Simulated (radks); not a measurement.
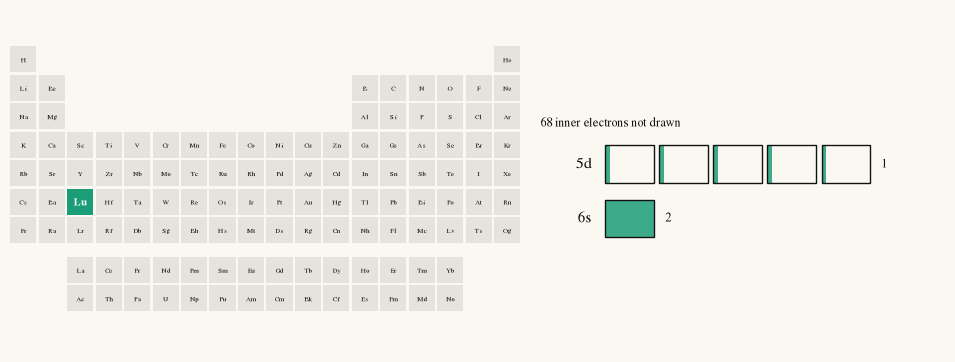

Figure 1. Left, the place of lutetium in the periodic table; right, the outer shells as the input fills them: a box for each of the 2l + 1 orbitals, shaded by the share of the shell that is filled, with the electron count at the right.

## Lu: atomic calculation

- system: Lu, configuration [Xe] 4f14 5d1 6s2.
- method: scalar-relativistic Kohn-Sham, PBE, spin-polarised, spherical densities, point nucleus (radks)

### Input
```
Z 71
configuration [Xe] 4f14 5d1 6s2
relativity scalar-relativistic
functional pbe,pbe
spin polarised
nucleus point
c 137.035999084
mesh_end 20
max_iterations 63
```

Energies in input and log are in hartree, lengths in bohr.

The run was one of a batch that the task file lists, launched with:
```bash
python <driver script> task.json out
```

### The program's output
```
1s      1   1.0000       -2324.26609895
2s      1   1.0000        -395.64042886
2p      1   3.0000        -348.02546197
3s      1   1.0000         -89.65960365
3p      1   3.0000         -75.37359572
3d      1   5.0000         -58.23576430
4s      1   1.0000         -17.84733727
4p      1   3.0000         -13.16070982
4d      1   5.0000          -7.05069210
4f      1   7.0000          -0.35266708
5s      1   1.0000          -2.24609723
5p      1   3.0000          -1.16799528
5d      1   1.0000          -0.07163311
6s      1   1.0000          -0.17802782
1s      2   1.0000       -2324.26616392
2s      2   1.0000        -395.63971521
2p      2   3.0000        -348.02491770
3s      2   1.0000         -89.65973216
3p      2   3.0000         -75.37369304
3d      2   5.0000         -58.23553909
4s      2   1.0000         -17.84725049
4p      2   3.0000         -13.16066311
4d      2   5.0000          -7.05052131
4f      2   7.0000          -0.35037391
5s      2   1.0000          -2.23721185
5p      2   3.0000          -1.15471860
5d      2   0.0000          -0.05375743
6s      2   1.0000          -0.16169187
Etot -14563.348938158873
Ekin 15915.503611331913
Encl -35890.69866987798
Eh 5711.9923793273365
Exc -300.1462589401447
err 1.3784223468335804e-08
it 16
```

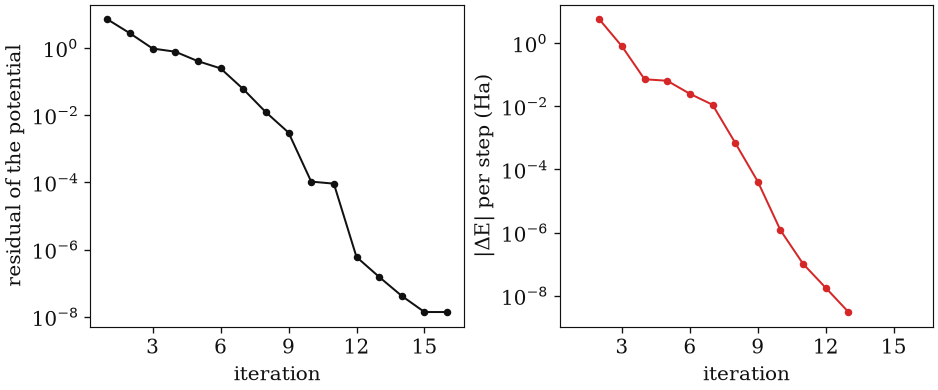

Figure 2. Convergence: residual of the potential and change of the energy from step to step (the smallest changes aren't drawn) against the iteration. The residual falls almost steadily, with no more than small rises or pauses. It goes from 7.1 to 1.4×10⁻⁸ in 16 steps.

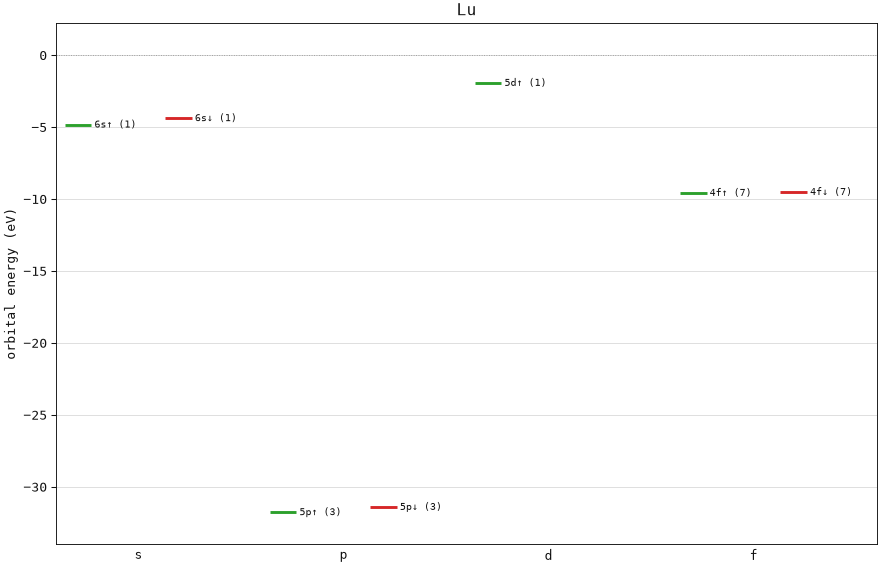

Figure 3. The outer levels are drawn (occupations in brackets, up spins at the left of each column and down spins at the right). They are the filled levels of this odd run. The highest occupied level is 5d up at −1.95 eV. The highest 5 occupied levels, from the top down, are 5d up (−1.95 eV), 6s down (−4.40 eV), 6s up (−4.84 eV), 4f down (−9.53 eV), 4f up (−9.60 eV).

### Outcome

```tsv
quantity	value
outcome	converged
total energy	−14563.3489 hartree
kinetic energy	15915.5036 hartree
electron–nucleus energy	−35890.6987 hartree
Hartree energy	5711.9924 hartree
exchange–correlation energy	−300.146259 hartree
radius at density 0.001 e/bohr³	5.06 bohr
SCF iterations	16
hardware	1 thread of Arm Neoverse V1, 23 GiB of memory available, shared host
```

### What is odd here

A numerical setting was moved from its usual value: mesh end rmax = 20. The program ran to the end, and its total energy equals that of the same run with the usual input (−14563.34894 hartree) within 10⁻⁵ hartree, so the oddity leaves no trace in it.
